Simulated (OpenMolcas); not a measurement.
**CHClInNO (SMILES O=C=[N][InH][Cl]): a chain of runs**

We compute the energy (HF/ANO-RCC-MB), then the energy (CASSCF(2,2)/ANO-RCC-VDZP), then an energy scan (CASPT2(2,2)/ANO-RCC-VDZP), then an energy scan (SC-NEVPT2(2,2)/ANO-RCC-VDZP), then an energy scan (MC-PDFT[tPBE](2,2)/ANO-RCC-VDZP) of CHClInNO. 

The calculation is run with OpenMolcas 26.06.

### 1 Starting point

The species is CHClInNO (6 atoms), meant as a singlet with charge 0. As SMILES, `O=C=[N][InH][Cl]`. The coordinates come from a PBE0-D4/def2-TZVP relaxation. This is one conformer, not always the lowest.

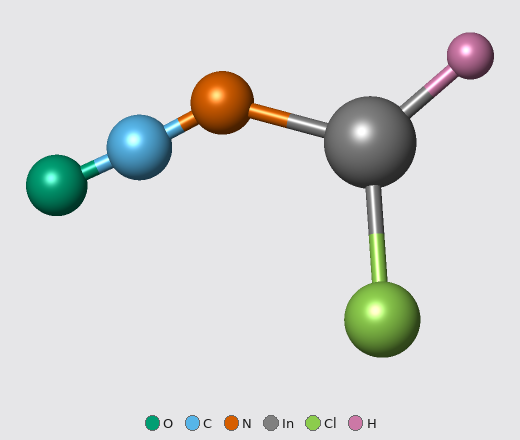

The structure, seen from a chosen angle (oxygen teal, carbon blue, nitrogen orange, indium grey, chlorine green, hydrogen pink).

### 2 A single-point energy at HF/ANO-RCC-MB (DKH2) (run 1)

Contents of geom.xyz:

```xyz
6

O      1.628000    -2.320400     0.058100
C      0.896600    -1.470900     0.379300
N      0.136700    -0.626900     0.782100
In    -0.744200     1.027900     0.031300
Cl    -0.127000     1.382000    -2.172000
H     -1.790100     2.008300     0.921200
```

Contents of step1.inp:

```
* CHClInNO Hartree-Fock
>>> EXPORT MOLCAS_PRINT=2
&gateway
coord
geom.xyz
basis
ANO-RCC-MB
group
NoSym
&seward
&scf
prorbitals
0
&localisation
occupied
freeze
pipek-mezey
&localisation
fileorb
$Project.LocOrb
virtual
pipek-mezey
```

Started as:

```sh
$ export MOLCAS_MEM=1860
$ pymolcas step1.inp > step1.log
```

The log of the run:

```text
--- Start Module: gateway ---
[...]
--- Stop Module: gateway /rc=_RC_ALL_IS_WELL_ ---
[...]
      Basis functions           52
[...]
       Convergence after  13 Iterations
[...]
::    Total SCF energy                              -6505.6368269844
[...]
      Total spin, S                                     0.0000000000
[...]
      Total electronic charge=   88.000000
      Total            charge=   -0.000000
[...]
      Dipole Moment (debye):
      Origin of the operator (angstrom)=   -0.2750    0.5440   -0.2851
                   X= -3.1116E+00               Y=  3.0403E+00               Z=  2.3945E+00           Total=  4.9658E+00
      Quadrupole Moment (debye*angstrom):
[...]
--- Start Module: localisation ---
[...]
--- Stop Module: localisation /rc=_RC_ALL_IS_WELL_ ---
--- Start Module: localisation ---
[...]
--- Stop Module: localisation /rc=_RC_ALL_IS_WELL_ ---
[...]
```

Run time: 5.1 s. Hardware: 1 thread of AMD EPYC 9R45 (Zen 5), shared host; peak memory 0.42 GiB.

### 3 A single-point energy at CASSCF(2,2)/ANO-RCC-VDZP (DKH2, RICD fitting) (run 2)

geom.xyz is that of step 2.

Contents of step2.input:

```
* CHClInNO CASSCF
>>> EXPORT MOLCAS_PRINT=2

&gateway
 coord
 geom.xyz
 basis
 ANO-RCC-MB
 group
 NoSym

&seward

&rasscf
 fileorb
 $CurrDir/step1.LocOrb
 alter
 2
 1 39 44
 1 45 50
 spin
 1
 nactel
 2 0 0
 inactive
 43
 ras2
 2
 orblisting
 Nothing
>>> COPY $Project.RunFile RUNFIL1
>>> COPY $Project.RasOrb INPORB

&gateway
 coord
 geom.xyz
 basis
 ANO-RCC-VDZP
 group
 NoSym
 ricd

&seward
>>> COPY $Project.RunFile RUNFIL2

&expbas

&rasscf
 fileorb
 $Project.ExpOrb
 spin
 1
 nactel
 2 0 0
 inactive
 43
 ras2
 2
 orblisting
 Nothing
```

Started as:

```sh
$ export MOLCAS_MEM=1860
$ pymolcas step2.input > step2.log
```

The log of the run:

```text
--- Start Module: gateway ---
[...]
--- Stop Module: gateway /rc=_RC_ALL_IS_WELL_ ---
[...]
      Basis functions           52
[...]
      Number of active orbitals                  2
[...]
      Spin quantum number                      0.0
[...]
      Active orbitals                            2
[...]
      Number of CSFs                             3
[...]
      Number of root(s) required                 1
[...]
      Convergence after  9 iterations
[...]
      printout of CI-coefficients larger than  0.05 for root  1
      energy=   -6505.653273
      conf/sym  11     Coeff  Weight
             1  20   0.99102 0.98212
             3  02  -0.13373 0.01788
      Natural orbitals and occupation numbers for root  1
      sym 1:   1.964233   0.035767
      ************************************************************************************************************************
      *                                                    Final results                                                     *
[...]
::    RASSCF root number  1 Total energy:  -6505.65327262
[...]
      Basis functions          108
[...]
--- Start Module: expbas ---
[...]
--- Stop Module: expbas /rc=_RC_ALL_IS_WELL_ ---
--- Start Module: rasscf ---
[...]
      Convergence after 12 iterations
[...]
      Natural orbitals and occupation numbers for root  1
      sym 1:   1.968662   0.031338
      ************************************************************************************************************************
      *                                                    Final results                                                     *
[...]
::    RASSCF root number  1 Total energy:  -6506.01645326
[...]
      Total electronic charge=   88.000000
      Total            charge=   -0.000000
[...]
      Dipole Moment (debye):
      Origin of the operator (angstrom)=   -0.2750    0.5440   -0.2851
                   X= -2.8333E+00               Y=  2.7704E+00               Z=  2.1789E+00           Total=  4.5222E+00
      Quadrupole Moment (debye*angstrom):
[...]
--- Stop Module: rasscf /rc=_RC_ALL_IS_WELL_ ---
[...]
```

Wall time 16 s (1 thread of AMD EPYC 9R45 (Zen 5), shared host); peak memory 0.42 GiB.

### 4 The energy along one coordinate at CASPT2(2,2)/ANO-RCC-VDZP (DKH2, RICD fitting, ipea shift 0.25 Eh, pt2 variant SS) (run 3)

Contents of step3.input:

```
>>> COPY $CurrDir/step2.RasOrb $Project.RasOrb
>>> ForEach K in (1, 2, 3, 4, 5, 6, 7, 8, 9)
&GATEWAY
Coord=$CurrDir/point$K.xyz
Basis=ANO-RCC-VDZP
Group=NoSym
RICD
&SEWARD
&RASSCF
FileOrb=$Project.RasOrb
Spin=1
Nactel=2 0 0
Inactive=43
Ras2=2
OrbListing=Nothing
&CASPT2
Imaginary=0.2
Frozen=26
>>> EndDo
```

Started as:

```sh
$ export MOLCAS_MEM=1860
$ pymolcas step3.input > step3.log
```

The log of the run:

```text
[...]
      Basis functions          108
[...]
      Number of active orbitals                  2
[...]
      Spin quantum number                      0.0
[...]
      Active orbitals                            2
[...]
      Number of CSFs                             3
[...]
      Number of root(s) required                 1
[...]
      Convergence after  9 iterations
[...]
      Natural orbitals and occupation numbers for root  1
      sym 1:   1.977246   0.022754
      ************************************************************************************************************************
      *                                                    Final results                                                     *
[...]
::    RASSCF root number  1 Total energy:  -6506.00420138
[...]
::    CASPT2 Root  1     Total energy:  -6507.00344460
[...]
      Convergence after  9 iterations
[...]
      Natural orbitals and occupation numbers for root  1
      sym 1:   1.968681   0.031319
      ************************************************************************************************************************
      *                                                    Final results                                                     *
[...]
      Convergence after 10 iterations
[...]
      Natural orbitals and occupation numbers for root  1
      sym 1:   1.704066   0.295934
      ************************************************************************************************************************
      *                                                    Final results                                                     *
[...]
      Convergence after 10 iterations
[...]
      Natural orbitals and occupation numbers for root  1
      sym 1:   1.462434   0.537566
      ************************************************************************************************************************
      *                                                    Final results                                                     *
[...]
      Convergence after  9 iterations
[...]
      Natural orbitals and occupation numbers for root  1
      sym 1:   1.213133   0.786867
      ************************************************************************************************************************
      *                                                    Final results                                                     *
[...]
::    RASSCF root number  1 Total energy:  -6505.91336052
[...]
::    CASPT2 Root  1     Total energy:  -6506.90012309
[...]
      Convergence after  8 iterations
[...]
::    RASSCF root number  1 Total energy:  -6505.91179477
[...]
::    CASPT2 Root  1     Total energy:  -6506.89826923
[...]
```

Wall time 1.8 min (1 thread of AMD EPYC 9R45 (Zen 5), shared host); peak memory 0.38 GiB.

The scan, from its lowest point:

| H6–In4 (Å) | energy (kJ/mol) |
| --- | --- |
| 1.519 | 22.9 |
| 1.687 | 0.0 |
| 1.856 | 16.4 |
| 2.109 | 71.0 |
| 2.447 | 151.9 |
| 2.868 | 227.9 |
| 3.375 | 274.8 |
| 4.050 | 294.2 |
| 5.062 | 299.1 |

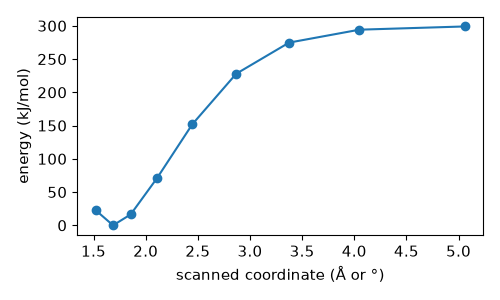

Energy along the scan.

### 5 The energy along one coordinate at SC-NEVPT2(2,2)/ANO-RCC-VDZP (DKH2, RICD fitting, pt2 variant SC-NEVPT2) (run 4)

Contents of step4.input:

```
* CHClInNO NEVPT2
>>> EXPORT MOLCAS_PRINT=2
>>> COPY $CurrDir/step2.RasOrb $Project.RasOrb
>>> ForEach K in (1, 2, 3, 4, 5, 6, 7, 8, 9)

&GATEWAY
  Coord=$CurrDir/point$K.xyz
  Basis=ANO-RCC-VDZP
  Group=NoSym
  RICD

&SEWARD

&RASSCF
  FileOrb=$Project.RasOrb
  Spin=1
  Nactel=2 0 0
  Inactive=43
  Ras2=2
  OrbListing=Nothing

&CASPT2
  SC-NEVPT2
  Frozen=26
>>> EndDo
```

Started as:

```sh
$ export MOLCAS_MEM=1860
$ pymolcas step4.input > step4.log
```

The log of the run:

```text
[...]
      Basis functions          108
[...]
      Number of active orbitals                  2
[...]
      Spin quantum number                      0.0
[...]
      Active orbitals                            2
[...]
      Number of CSFs                             3
[...]
      Number of root(s) required                 1
[...]
      Convergence after  9 iterations
[...]
      printout of CI-coefficients larger than  0.05 for root  1
      energy=   -6506.004201
      conf/sym  11     Coeff  Weight
             1  20   0.99430 0.98862
             3  02  -0.10666 0.01138
      Natural orbitals and occupation numbers for root  1
      sym 1:   1.977246   0.022754
      ************************************************************************************************************************
      *                                                    Final results                                                     *
[...]
::    RASSCF root number  1 Total energy:  -6506.00420138
[...]
      E2 (Variational):          -0.9935792778
[...]
::    SC-NEVPT2 Root  1     Total energy:  -6506.99774359
[...]
      Convergence after  9 iterations
[...]
      Natural orbitals and occupation numbers for root  1
      sym 1:   1.968681   0.031319
      ************************************************************************************************************************
      *                                                    Final results                                                     *
[...]
      Convergence after 10 iterations
[...]
      Natural orbitals and occupation numbers for root  1
      sym 1:   1.704066   0.295934
      ************************************************************************************************************************
      *                                                    Final results                                                     *
[...]
      Convergence after 10 iterations
[...]
      Natural orbitals and occupation numbers for root  1
      sym 1:   1.462434   0.537566
      ************************************************************************************************************************
      *                                                    Final results                                                     *
[...]
      Convergence after  9 iterations
[...]
::    RASSCF root number  1 Total energy:  -6505.91336052
[...]
::    SC-NEVPT2 Root  1     Total energy:  -6506.89903169
[...]
      Convergence after  8 iterations
[...]
::    RASSCF root number  1 Total energy:  -6505.91179477
[...]
      E2 (Variational):          -0.9855694604
[...]
      Reference weight:           0.76969
[...]
::    SC-NEVPT2 Root  1     Total energy:  -6506.89736423
[...]
```

It took 1.8 min on 1 thread of AMD EPYC 9R45 (Zen 5), shared host; peak memory 0.37 GiB.

The scan, from its lowest point:

| H6–In4 (Å) | energy (kJ/mol) |
| --- | --- |
| 1.519 | 24.6 |
| 1.687 | 0.0 |
| 1.856 | 14.9 |
| 2.109 | 67.6 |
| 2.447 | 146.6 |
| 2.868 | 220.8 |
| 3.375 | 265.7 |
| 4.050 | 283.8 |
| 5.062 | 288.1 |

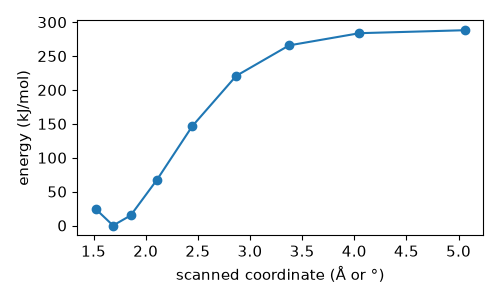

Energy along the scan.

### 6 An energy scan at MC-PDFT[tPBE](2,2)/ANO-RCC-VDZP (DKH2, RICD fitting) (run 5)

Contents of step5.input:

```
>>> COPY $CurrDir/step2.RasOrb $Project.RasOrb
>>> ForEach K in (1, 2, 3, 4, 5, 6, 7, 8, 9)

&GATEWAY
  Coord = $CurrDir/point$K.xyz
  Basis = ANO-RCC-VDZP
  Group = NoSym
  RICD

&SEWARD

&RASSCF
  FileOrb = $Project.RasOrb
  Spin = 1
  Nactel = 2 0 0
  Inactive = 43
  Ras2 = 2
  OrbListing = Nothing

&MCPDFT
  KSDFT = T:PBE
>>> EndDo
```

Started as:

```sh
$ export MOLCAS_MEM=1860
$ pymolcas step5.input > step5.log
```

The log of the run:

```text
--- Start Module: gateway ---
[...]
      Basis functions          108
[...]
      Number of active orbitals                  2
[...]
      Spin quantum number                      0.0
[...]
      Active orbitals                            2
[...]
      Number of CSFs                             3
[...]
      Number of root(s) required                 1
[...]
      Convergence after  9 iterations
[...]
      printout of CI-coefficients larger than  0.05 for root  1
      energy=   -6506.004201
      conf/sym  11     Coeff  Weight
             1  20   0.99430 0.98862
             3  02  -0.10666 0.01138
      Natural orbitals and occupation numbers for root  1
      sym 1:   1.977246   0.022754
      ************************************************************************************************************************
      *                                                    Final results                                                     *
[...]
::    RASSCF root number  1 Total energy:  -6506.00420138
[...]
::    MCPDFT root number  1 Total energy:  -6509.50332077
[...]
      Convergence after  9 iterations
[...]
      Natural orbitals and occupation numbers for root  1
      sym 1:   1.968681   0.031319
      ************************************************************************************************************************
      *                                                    Final results                                                     *
[...]
      Convergence after 10 iterations
[...]
      Natural orbitals and occupation numbers for root  1
      sym 1:   1.704066   0.295934
      ************************************************************************************************************************
      *                                                    Final results                                                     *
[...]
      Convergence after 10 iterations
[...]
      Natural orbitals and occupation numbers for root  1
      sym 1:   1.462434   0.537566
      ************************************************************************************************************************
      *                                                    Final results                                                     *
[...]
      Convergence after  9 iterations
[...]
::    RASSCF root number  1 Total energy:  -6505.91336052
[...]
::    MCPDFT root number  1 Total energy:  -6509.39659267
[...]
      Convergence after  8 iterations
[...]
::    RASSCF root number  1 Total energy:  -6505.91179477
[...]
      Total electronic charge=   88.000000
      Total            charge=   -0.000000
[...]
::    MCPDFT root number  1 Total energy:  -6509.39573066
[...]
```

It took 1.7 min on 1 thread of AMD EPYC 9R45 (Zen 5), shared host; peak memory 0.37 GiB.

The scan, from its lowest point:

| H6–In4 (Å) | energy (kJ/mol) |
| --- | --- |
| 1.519 | 24.5 |
| 1.687 | 0.0 |
| 1.856 | 14.3 |
| 2.109 | 67.0 |
| 2.447 | 148.3 |
| 2.868 | 230.7 |
| 3.375 | 284.7 |
| 4.050 | 304.7 |
| 5.062 | 307.0 |

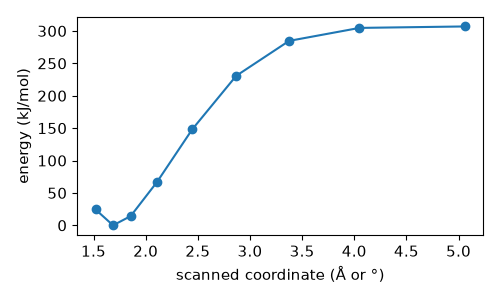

Energy along the scan.

### 7 Results

| quantity | value |
| --- | --- |
| run 1, HF/ANO-RCC-MB: total energy | -6505.63683 Eh |
| run 1, HF/ANO-RCC-MB: dipole moment | 4.97 D |
| run 1, HF/ANO-RCC-MB: HOMO energy | -12.01 eV |
| run 1, HF/ANO-RCC-MB: LUMO energy | -0.27 eV |
| run 1, HF/ANO-RCC-MB: HOMO–LUMO gap | 11.74 eV |
| run 2, CASSCF(2,2)/ANO-RCC-VDZP: total energy | -6506.01645 Eh |
| run 2, CASSCF(2,2)/ANO-RCC-VDZP: dipole moment (CASSCF density) | 4.52 D |
| run 3, CASPT2(2,2)/ANO-RCC-VDZP: lowest energy of the scan | -6507.01217 Eh |
| run 4, SC-NEVPT2(2,2)/ANO-RCC-VDZP: lowest energy of the scan | -6507.00711 Eh |
| run 5, MC-PDFT[tPBE](2,2)/ANO-RCC-VDZP: lowest energy of the scan | -6509.51264 Eh |

In words: Mulliken charges (run 2, CASSCF(2,2)/ANO-RCC-VDZP) run from -0.72 on N3 to +1.34 on In4; they depend strongly on the basis.
